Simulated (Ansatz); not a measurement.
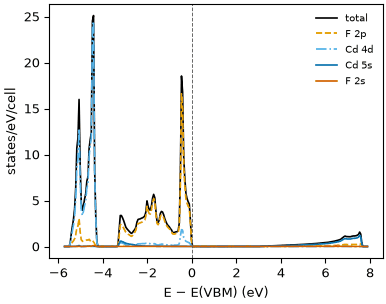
Fig. 1. Total and projected density of states of CdF$_{2}$ (fluorite, Fm-3m), PBE in the plane-wave PAW code Ansatz

Question: Which orbitals carry the states next to the gap?

Answer: Top 1 eV of the valence band: F 2p 89 %, Cd 4d 10 %. Bottom 1 eV of the conduction band: Cd 5s 77 %, F 2s 14 %, F 2p 9 %. Projections are on Löwdin-orthogonalised atomic valence shells; empty p or d shells of many metals are not among them.

Question: Where is the tallest occupied peak in this window, and what makes it?

Answer: Near -4.4 eV, about 25 states/eV per cell; the largest projected share is Cd 4d.

The cell was relaxed with PBE under the symmetry of its start. Scalar-relativistic: spin–orbit coupling is off unless named, which matters more the heavier the elements.

Potentials: the later of the program's two PAW sets.
